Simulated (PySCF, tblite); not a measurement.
# C16H7F5O3S: electronic excitations, NMR shifts

Wanted: electronic excitations, NMR shifts for C16H7F5O3S (`O=S(=O)(Oc1ccc2ccccc2c1)c1c(F)c(F)c(F)c(F)c1F`).

Programs: tblite 0.8.0 and PySCF 2.14.0, with routines of our own; each step states its level. All values are computed. Atoms count from 0.

## 1. The system as given

32 atoms, charge 0, multiplicity 1; geometry from: force field, distance geometry or constructed start.

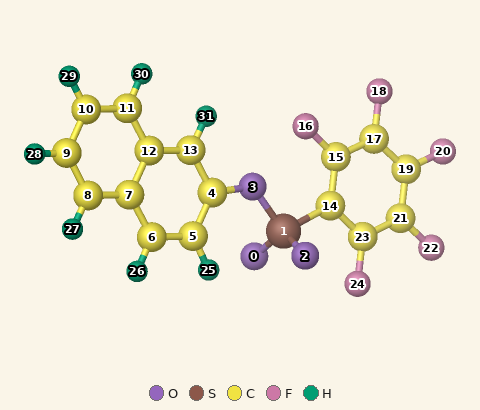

The starting geometry (oxygen purple, sulfur brown, carbon yellow, fluorine pink, hydrogen teal).

## 2. Geometry optimisation with GFN2-xTB

The job: settings as JSON, then the geometry in Å.

```
{"job": {"kind": "relax", "xc": "GFN2-xTB", "basis": "xTB"}, "charge": 0, "multiplicity": 1}
O     -1.493600    -2.203500     1.022600
S     -1.715000    -1.278000    -0.082400
O     -1.737100    -1.731900    -1.453100
O     -0.628700    -0.070300     0.041400
C      0.719300    -0.261900    -0.117100
C      1.337700    -1.472800    -0.414900
C      2.731100    -1.525600    -0.562800
C      3.522400    -0.372200    -0.416100
C      4.917700    -0.419900    -0.563500
C      5.679800     0.737900    -0.416800
C      5.063000     1.950200    -0.128700
C      3.675900     2.008300     0.020900
C      2.888600     0.856000    -0.116600
C      1.497700     0.894300     0.020600
C     -3.278400    -0.547500     0.217200
C     -3.424000     0.799300     0.495100
F     -2.369900     1.625800     0.543400
C     -4.693100     1.320500     0.712700
F     -4.833800     2.632000     0.979000
C     -5.807700     0.502900     0.669900
F     -7.031600     1.017400     0.886100
C     -5.661300    -0.848700     0.394700
F     -6.732300    -1.643100     0.355400
C     -4.398100    -1.382900     0.168200
F     -4.270200    -2.683700    -0.090500
H      0.776600    -2.397200    -0.530900
H      3.196200    -2.482400    -0.788200
H      5.415100    -1.355700    -0.789900
H      6.763000     0.691800    -0.535600
H      5.663200     2.853000    -0.010400
H      3.218400     2.968100     0.247800
H      0.999900     1.838800     0.251600
```

Started as:

```bash
$ OMP_NUM_THREADS=2 python large_run.py task.json out
```

This one command runs all jobs of the session in turn.

The program printed:

```text
step      E/eV     max force
  0   -2092.16458    2.940
  1   -2092.37260    0.932
  2   -2092.41015    0.513
  3   -2092.42842    0.513
  4   -2092.44983    0.676
  5   -2092.46920    0.412
  6   -2092.48370    0.260
  7   -2092.49338    0.240
  8   -2092.50056    0.219
  9   -2092.50430    0.140
 10   -2092.50658    0.117
 11   -2092.50845    0.106
 12   -2092.51082    0.145
 13   -2092.51360    0.158
 14   -2092.51625    0.123
 15   -2092.51848    0.142
 16   -2092.52040    0.125
 17   -2092.52209    0.097
 18   -2092.52347    0.085
 19   -2092.52449    0.075
 20   -2092.52523    0.057
 21   -2092.52578    0.051
 22   -2092.52610    0.029
 23   -2092.52626    0.025
 24   -2092.52638    0.027
 25   -2092.52651    0.024
 26   -2092.52664    0.023
 27   -2092.52673    0.018
```

It took 1.1 s on 2 threads of Arm Neoverse N1, shared host; peak memory 0.18 GiB.

The steps of the relaxation:

```csv
step,energy from step 0 (eV),largest force (eV/Å)
0,0.0000,2.9397
1,-0.2080,0.9319
2,-0.2456,0.5132
3,-0.2638,0.5127
4,-0.2852,0.6762
5,-0.3046,0.4123
6,-0.3191,0.2594
7,-0.3288,0.2405
8,-0.3360,0.2193
9,-0.3397,0.1398
10,-0.3420,0.1176
12,-0.3462,0.1451
13,-0.3490,0.1581
14,-0.3517,0.1231
16,-0.3558,0.1256
17,-0.3575,0.0971
18,-0.3589,0.0856
20,-0.3607,0.0572
21,-0.3612,0.0512
23,-0.3617,0.0250
24,-0.3618,0.0272
25,-0.3619,0.0244
26,-0.3621,0.0226
27,-0.3621,0.0181
```

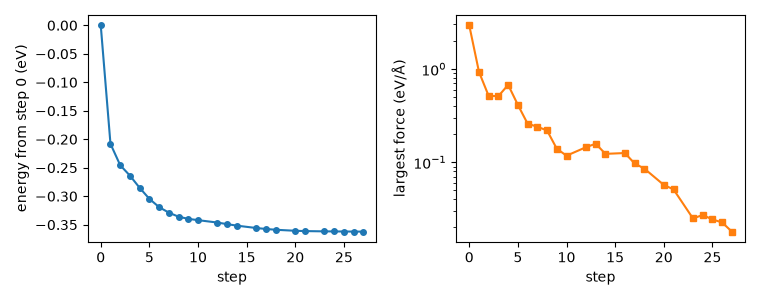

Energy and force, step by step.

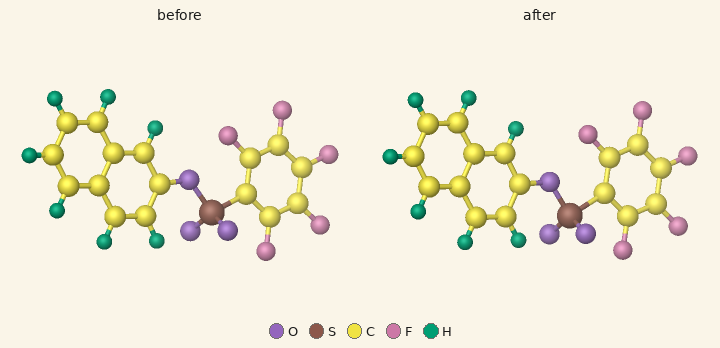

Before and after, at one scale.

Close pairs (by a distance rule), those that changed most:

```csv
bond,before (Å),after (Å),change (Å)
S1–C14,1.751,1.823,+0.072
S1–O3,1.629,1.586,-0.044
O0–S1,1.458,1.421,-0.037
C5–C6,1.402,1.368,-0.035
C4–C13,1.401,1.370,-0.031
C10–C11,1.396,1.367,-0.029
C8–C9,1.394,1.367,-0.027
S1–O2,1.444,1.421,-0.023
```

The final coordinates are the input of the step that follows.

## 3. Electronic excitations: TDA CAM-B3LYP/def2-SVP

The job: settings as JSON, then the geometry in Å.

```
{"job": {"kind": "uv", "basis": "def2-SVP", "grid": 1, "kgrid": 0, "vcut": 1.5, "nstates": 6, "ntriplets": 2, "tda": true, "delta": ["ip_vertical"], "pop": true, "xc": "CAM-B3LYP"}, "charge": 0, "multiplicity": 1}
O     -1.441780    -2.288684     0.963703
S     -1.637984    -1.367302    -0.100321
O     -1.680575    -1.831122    -1.442932
O     -0.665421    -0.122940     0.039729
C      0.712480    -0.233580    -0.116024
C      1.317496    -1.465945    -0.410152
C      2.675987    -1.529143    -0.554998
C      3.480158    -0.378790    -0.414695
C      4.883057    -0.420223    -0.559809
C      5.634125     0.712993    -0.418104
C      5.016699     1.939017    -0.123805
C      3.659709     2.013061     0.023605
C      2.856021     0.861857    -0.116964
C      1.454644     0.908285     0.029338
C     -3.204916    -0.492953     0.221663
C     -3.390861     0.849969     0.496084
F     -2.370986     1.698368     0.556868
C     -4.674736     1.355207     0.719607
F     -4.847462     2.649001     0.983188
C     -5.777414     0.507311     0.666841
F     -6.997532     0.987822     0.879607
C     -5.599330    -0.847504     0.390723
F     -6.649752    -1.660776     0.339405
C     -4.310217    -1.327158     0.171723
F     -4.127639    -2.614928    -0.091914
H      0.694876    -2.339753    -0.515737
H      3.152652    -2.471427    -0.780626
H      5.352883    -1.366058    -0.786798
H      6.707564     0.674950    -0.530932
H      5.625779     2.824065    -0.014637
H      3.181405     2.954261     0.250378
H      0.961940     1.841081     0.254995
```

Level: TDA CAM-B3LYP/def2-SVP, vertical, gas phase, core orbitals frozen in the response, virtual orbitals cut by energy.

The program printed:

```text
start: PBE on a coarse grid of 30553 points
cycle   1  E = -1733.2866713051  dE =  5.262e+00  |g| = 1.660e+00  |ddm| = 8.431e+00
cycle   2  E = -1729.9218748963  dE =  3.365e+00  |g| = 4.311e+00  |ddm| = 7.430e+00
cycle   3  E = -1733.6470664531  dE = -3.725e+00  |g| = 8.495e-01  |ddm| = 5.690e+00
cycle   4  E = -1733.7895947276  dE = -1.425e-01  |g| = 3.570e-01  |ddm| = 1.415e+00
cycle   5  E = -1733.8058142251  dE = -1.622e-02  |g| = 2.025e-01  |ddm| = 6.014e-01
cycle   6  E = -1733.8155203983  dE = -9.706e-03  |g| = 5.977e-02  |ddm| = 3.095e-01
cycle   7  E = -1733.8163562772  dE = -8.359e-04  |g| = 2.299e-02  |ddm| = 9.809e-02
cycle   8  E = -1733.8164817662  dE = -1.255e-04  |g| = 8.283e-03  |ddm| = 3.567e-02
final grid: 137217 points
cycle   9  E = -1735.2007447876  dE = -1.540e-02  |g| = 1.708e-01  |ddm| = 8.436e-01
cycle  10  E = -1735.1966707793  dE =  4.074e-03  |g| = 2.312e-01  |ddm| = 4.771e-01
cycle  11  E = -1735.2060364739  dE = -9.366e-03  |g| = 1.623e-02  |ddm| = 2.653e-01
cycle  12  E = -1735.2060812934  dE = -4.482e-05  |g| = 9.619e-03  |ddm| = 2.966e-02
cycle  13  E = -1735.2061012832  dE = -1.999e-05  |g| = 2.629e-03  |ddm| = 1.301e-02
cycle  14  E = -1735.2061043026  dE = -3.019e-06  |g| = 7.104e-04  |ddm| = 4.181e-03
cycle  15  E = -1735.2061032474  dE =  1.055e-06  |g| = 2.403e-04  |ddm| = 1.245e-03
cycle  16  E = -1735.2061068888  dE = -3.641e-06  |g| = 8.998e-05  |ddm| = 9.167e-04
converged SCF energy = -1735.2061068888
Vertical ionisation energy (delta-SCF) = 8.2363 eV   <S^2> = 0.775

Static polarisability (au): isotropic 191.105, principal 86.317 193.353 293.646

Singlet excitations
state   eV       nm        f      main configurations
  1   4.7129    263.1   0.01092   H-1->L+1 0.38, H->L+3 0.37, H->L+1 0.17
  2   4.9908    248.4   0.07516   H->L+1 0.64, H-1->L+1 0.10, H->L 0.08
  3   5.3869    230.2   0.02277   H-2->L 0.62, H-3->L+2 0.32
  4   5.6786    218.3   0.09409   H->L 0.84
  5   6.2736    197.6   0.00002   H-2->L+4 0.97
  6   6.3369    195.7   0.02029   H->L+2 0.95

Triplet excitations (Tamm-Dancoff, eV): 3.0809 4.0177
```

Run time: 3.5 min. Hardware: 2 threads of Arm Neoverse N1, shared host; peak memory 1.4 GiB.

Frontier orbitals and where they lie:

```csv
orbital,eV,atoms
HOMO−4,-9.86,"C13 18 %, C8 16 %, C12 14 %"
HOMO−3,-9.59,"C14 24 %, C19 22 %, F20 9 %"
HOMO−2,-9.22,"C17 20 %, C23 19 %, C21 17 %"
HOMO−1,-8.44,"C7 19 %, C5 19 %, C10 18 %"
HOMO,-7.67,"C13 18 %, C11 17 %, C8 16 %"
LUMO,-0.57,"C19 25 %, C14 23 %, C23 11 %"
LUMO+1,-0.39,"C6 18 %, C13 15 %, C8 14 %"
LUMO+2,0.01,"C15 22 %, C21 22 %, C23 21 %"
LUMO+3,0.52,"C12 18 %, C9 16 %, C7 16 %"
```

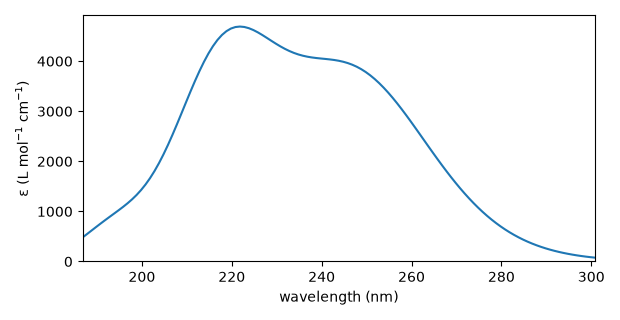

Absorption spectrum: each of the 6 states is a Gaussian band of 0.4 eV half-width at 1/e. Beyond the last state computed it falls off for lack of states.

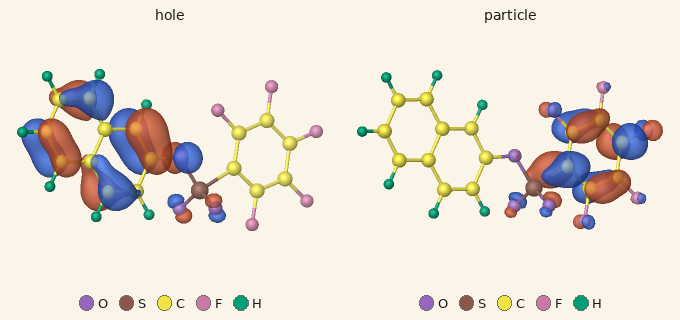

Leading natural transition orbitals of singlet state 4: the electron leaves the hole (left) for the particle orbital (right).

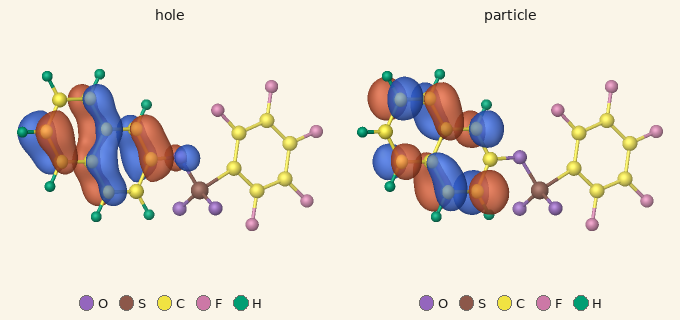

Leading natural transition orbitals of singlet state 1: the electron leaves the hole (left) for the particle orbital (right).

Further results of this job:

```csv
property,computed
dipole moment (D),2.78
polarisability (Å³),28.32
HOMO–LUMO gap (eV),7.10
−ε(HOMO) (eV),7.67
```

The fields below are evaluated on a grid from the run's orbitals.

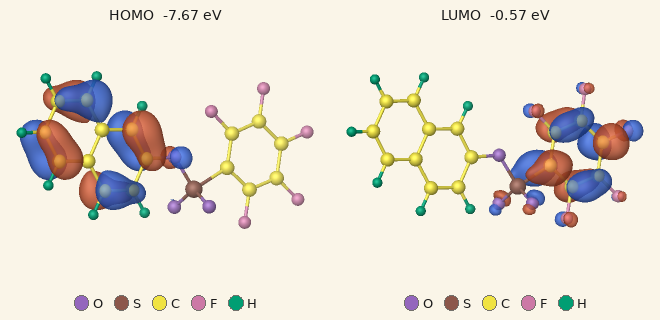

CAM-B3LYP/def2-SVP orbitals near the gap, drawn at the value that encloses 70 % of each; the two colours are the two signs.

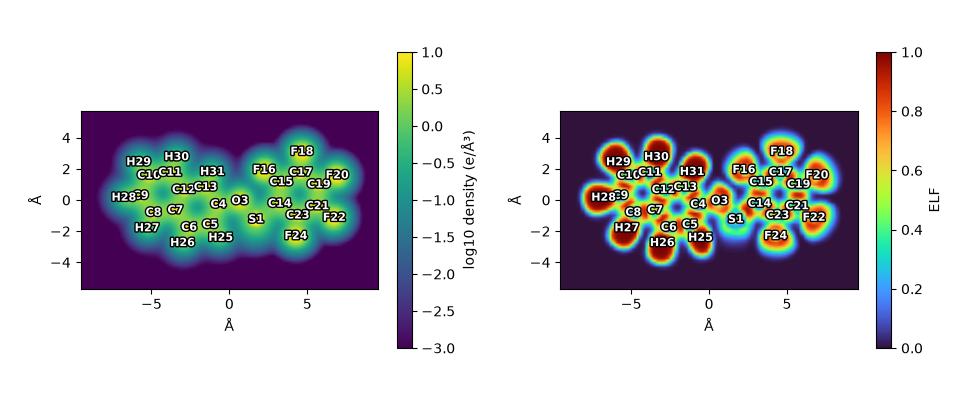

Density (left) and ELF (right) in a plane through or near 30 of the atoms.

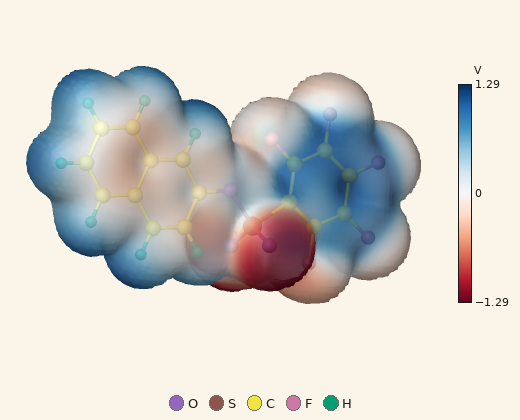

The potential that a unit positive charge feels on the 0.002 e/bohr³ surface, from -1.29 V near O2 to 1.11 V near C19.

## 4. NMR shifts: GIAO KT3/pcSseg-1

The job, as its differences from that of step 3:

```diff
@@ -1,2 +1,2 @@
-{"job": {"kind": "uv", "basis": "def2-SVP", "grid": 1, "kgrid": 0, "vcut": 1.5, "nstates": 6, "ntriplets": 2, "tda": true, "delta": ["ip_vertical"], "pop": true, "xc": "CAM-B3LYP"}, "charge": 0, "multiplicity": 1}
+{"job": {"kind": "nmr", "xc": "KT3", "basis": "pcSseg-1", "pop": false}, "charge": 0, "multiplicity": 1}
 O     -1.441780    -2.288684     0.963703
```

With the program's defaults for keys left out, this is: GIAO KT3/pcSseg-1 NMR shielding, non-relativistic, gas phase.

The program printed:

```text
start: PBE on a coarse grid of 30553 points
cycle   1  E = -1734.3449799982  dE =  5.425e+00  |g| = 1.665e+00  |ddm| = 6.742e+00
cycle   2  E = -1731.4031195493  dE =  2.942e+00  |g| = 4.154e+00  |ddm| = 5.614e+00
cycle   3  E = -1734.6801579963  dE = -3.277e+00  |g| = 8.591e-01  |ddm| = 4.681e+00
cycle   4  E = -1734.8209725721  dE = -1.408e-01  |g| = 3.473e-01  |ddm| = 1.206e+00
cycle   5  E = -1734.8355950761  dE = -1.462e-02  |g| = 1.939e-01  |ddm| = 4.849e-01
cycle   6  E = -1734.8440554331  dE = -8.460e-03  |g| = 6.058e-02  |ddm| = 2.563e-01
cycle   7  E = -1734.8448731861  dE = -8.178e-04  |g| = 2.310e-02  |ddm| = 8.492e-02
cycle   8  E = -1734.8449865039  dE = -1.133e-04  |g| = 8.710e-03  |ddm| = 3.110e-02
final grid: 290889 points
cycle   9  E = -1758.4568415542  dE = -4.251e-02  |g| = 4.391e-01  |ddm| = 1.156e+00
cycle  10  E = -1758.3549570644  dE =  1.019e-01  |g| = 8.892e-01  |ddm| = 1.275e+00
cycle  11  E = -1758.4815480789  dE = -1.266e-01  |g| = 1.024e-01  |ddm| = 9.615e-01
cycle  12  E = -1758.4834078043  dE = -1.860e-03  |g| = 4.697e-02  |ddm| = 1.523e-01
cycle  13  E = -1758.4839072250  dE = -4.994e-04  |g| = 1.208e-02  |ddm| = 5.882e-02
cycle  14  E = -1758.4839399130  dE = -3.269e-05  |g| = 4.052e-03  |ddm| = 1.445e-02
cycle  15  E = -1758.4839426483  dE = -2.735e-06  |g| = 1.509e-03  |ddm| = 5.733e-03
cycle  16  E = -1758.4839421238  dE =  5.244e-07  |g| = 7.185e-04  |ddm| = 2.298e-03
cycle  17  E = -1758.4839421924  dE = -6.856e-08  |g| = 9.259e-05  |ddm| = 7.951e-04
converged SCF energy = -1758.4839421924

GIAO shielding tensors (ppm)
atom      isotropic    diamagn.    paramagn.     s11        s22        s33       span
  0 O       56.721     402.627    -345.906     42.096     56.681     71.387     29.291
  1 S      251.924    1061.183    -809.260     87.234    178.470    490.067    402.833
  2 O       56.639     402.606    -345.967     42.047     56.637     71.232     29.185
  3 O       81.239     415.980    -334.740     10.421     72.379    160.917    150.496
  4 C       39.819     256.154    -216.336    -35.335     56.001     98.790    134.125
  5 C       71.755     260.895    -189.139     -4.848     60.099    160.014    164.862
  6 C       61.448     252.797    -191.349    -24.328     52.764    155.908    180.236
  7 C       61.931     253.736    -191.805     -4.426      0.407    189.813    194.238
  8 C       62.420     239.117    -176.696    -29.158     56.119    160.299    189.457
  9 C       64.873     251.293    -186.420    -32.286     55.064    171.841    204.127
 10 C       63.696     251.802    -188.107    -34.859     53.506    172.440    207.299
 11 C       63.043     245.148    -182.105    -28.680     58.930    158.878    187.558
 12 C       58.670     255.597    -196.927     -6.058     -1.927    183.995    190.054
 13 C       76.779     258.739    -181.960     10.770     67.333    152.235    141.465
 14 C       66.421     281.878    -215.457     31.021     43.933    124.310     93.289
 15 C       44.680     234.859    -190.178     11.655     26.886     95.500     83.845
 16 F      303.722     479.533    -175.812    239.054    247.099    425.012    185.958
 17 C       45.637     257.991    -212.354     20.544     21.381     94.986     74.442
 18 F      327.720     472.580    -144.860    267.522    277.899    437.739    170.218
 19 C       40.188     266.858    -226.670     10.418     14.979     95.167     84.750
 20 F      316.442     467.728    -151.286    247.940    252.273    449.112    201.172
 21 C       45.753     265.349    -219.596     18.649     22.951     95.660     77.011
 22 F      327.209     468.325    -141.116    265.259    274.593    441.775    176.516
 23 C       41.303     237.884    -196.581      2.056     26.174     95.680     93.624
 24 F      299.476     474.878    -175.402    231.460    242.257    424.712    193.252
 25 H       23.613      35.748     -12.135     16.700     23.055     31.085     14.385
 26 H       23.923      34.262     -10.339     18.748     24.701     28.319      9.570
 27 H       23.917      30.417      -6.500     19.055     24.455     28.242      9.186
 28 H       24.193      25.596      -1.403     19.966     25.620     26.994      7.028
 29 H       24.156      28.017      -3.861     19.934     25.326     27.206      7.272
 30 H       23.950      33.985     -10.036     18.811     24.226     28.812     10.001
 31 H       24.311      39.153     -14.842     18.022     24.703     30.208     12.186
```

Run time: 40 s. Hardware: 2 threads of Arm Neoverse N1, shared host; peak memory 1.1 GiB.

The references, computed at this level on geometries of the same kind, shield at (ppm): $^{1}$H TMS 31.76, $^{13}$C TMS 184.7, $^{19}$F CFCl3 142.4, $^{17}$O H2O 330.8. Their shielding less the atom's gives the shift. The references are single molecules in the gas phase, so shifts against H2O, NH3, PH3, H3PO4 or CFCl3 are not on the usual liquid scales and can be off by tens of ppm. Atoms listed in one row are averaged.

```csv
atoms,environment,σ (ppm),δ (ppm)
C4,aromatic carbon bearing oxygen,39.8,144.9
C19,aromatic carbon bearing fluorine,40.2,144.5
"C15, C23",aromatic carbon bearing fluorine,43.0,141.7
"C17, C21",aromatic carbon bearing fluorine,45.7,139.0
C12,ring-fusion aromatic carbon,58.7,126.1
C6,aromatic CH,61.4,123.3
C7,ring-fusion aromatic carbon,61.9,122.8
C8,aromatic CH,62.4,122.3
C11,aromatic CH,63.0,121.7
C10,aromatic CH,63.7,121.0
C9,aromatic CH,64.9,119.8
C14,aromatic carbon bearing sulfur,66.4,118.3
C5,aromatic CH,71.8,113.0
C13,aromatic CH,76.8,107.9
H25,hydrogen on an aromatic CH,23.61,8.15
H27,hydrogen on an aromatic CH,23.92,7.84
H26,hydrogen on an aromatic CH,23.92,7.84
H30,hydrogen on an aromatic CH,23.95,7.81
H29,hydrogen on an aromatic CH,24.16,7.60
H28,hydrogen on an aromatic CH,24.19,7.57
H31,hydrogen on an aromatic CH,24.31,7.45
"O0, O2",S=O oxygen,56.7,274.1
O3,"oxygen bonded to C, S",81.2,249.5
S1,sulfonyl sulfur,252,–
"F16, F24",aryl fluorine,301.6,-159.2
F20,aryl fluorine,316.4,-174.1
"F18, F22",aryl fluorine,327.5,-185.1
```

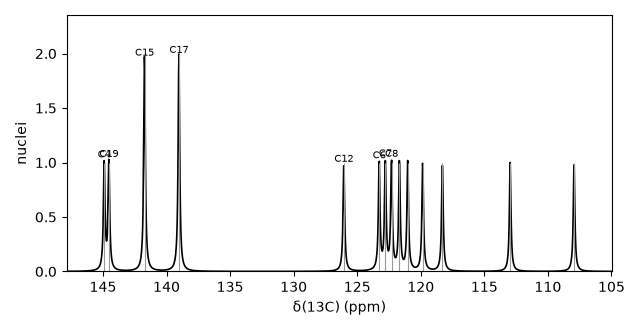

$^{13}$C lines at the computed shifts, without couplings. Lines are broadened to a width of 0.15 ppm (Lorentzian).

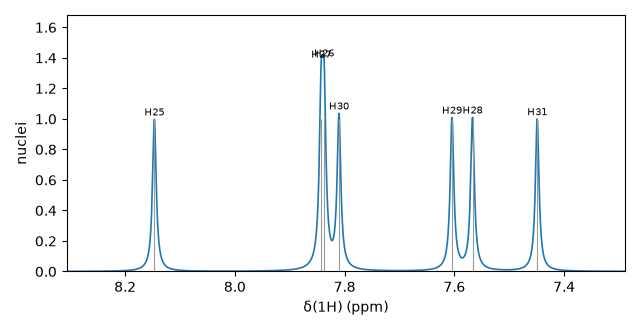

$^{1}$H lines at the computed shifts, without couplings. Lines are broadened to a width of 0.01 ppm (Lorentzian).

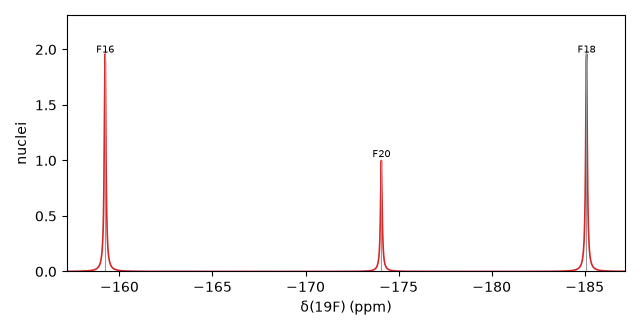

$^{19}$F lines at the computed shifts, without couplings. Lines are broadened to a width of 0.10 ppm (Lorentzian).

Ring of atoms C4, C5, C6, C7, C12, C13: NICS(0) -10.5, NICS(1) -11.3, NICS(1)zz -26.8 ppm (means of both faces).

Ring of atoms C7, C8, C9, C10, C11, C12: NICS(0) -8.9, NICS(1) -11.3, NICS(1)zz -28.0 ppm (means of both faces).

Ring of atoms C14, C15, C17, C19, C21, C23: NICS(0) -16.2, NICS(1) -11.3, NICS(1)zz -21.4 ppm (means of both faces).

## 5. Results

| quantity | value |
| --- | --- |
| lowest singlet (CAM-B3LYP/def2-SVP) | 4.71 eV (263 nm), f = 0.011 |
| brightest single state of those computed | state 4, 5.68 eV, f = 0.094 |
| lowest triplet | 3.08 eV |
| vertical ionisation energy (ΔSCF) | 8.24 eV |
| surface potential, least and greatest | -1.29 V and 1.11 V |
| $^{13}$C shifts against TMS (KT3/pcSseg-1, means over atoms taken as alike) | 144.9, 144.5, 141.7, 139.0, 126.1, 123.3, 122.8, 122.3, 121.7, 121.0, 119.8, 118.3, 113.0, 107.9 ppm |
| $^{1}$H shifts against TMS (KT3/pcSseg-1) | 8.15, 7.84, 7.84, 7.81, 7.60, 7.57, 7.45 ppm |
| $^{17}$O shifts against H2O (KT3/pcSseg-1, means over atoms taken as alike) | 274.1, 249.5 ppm |
| $^{19}$F shifts against CFCl3 (KT3/pcSseg-1, means over atoms taken as alike) | -159.2, -174.1, -185.1 ppm |
| shieldings of S (KT3/pcSseg-1) | S1 251.9 ppm |

The first singlet state (HOMO−1→LUMO+1 0.38, HOMO→LUMO+3 0.37) lies at 4.71 eV and is weak; of the 6 states computed, the strongest absorption comes from state 4 at 5.68 eV. The lowest triplet lies 1.63 eV below the lowest singlet. The orbital energy would give 7.67 eV for ionisation, ΔSCF gives 8.24 eV. By nearest atom (CAM-B3LYP/def2-SVP), the HOMO sits on C8, C11, C13 about 15 % each; C6 12 % and the LUMO on C14, C19 about 22 % each; C15, C23 about 10 % each. At KT3/pcSseg-1: The widest tensor belongs to S1: span 403 ppm, with a paramagnetic part of -809 ppm. NICS(1)zz of -27 ppm above the planar ring from C4 marks a diatropic (aromatic) ring current. NICS(1)zz of -28 ppm above the planar ring from C7 marks a diatropic (aromatic) ring current. NICS(1)zz of -21 ppm above the planar ring from C14 marks a diatropic (aromatic) ring current.
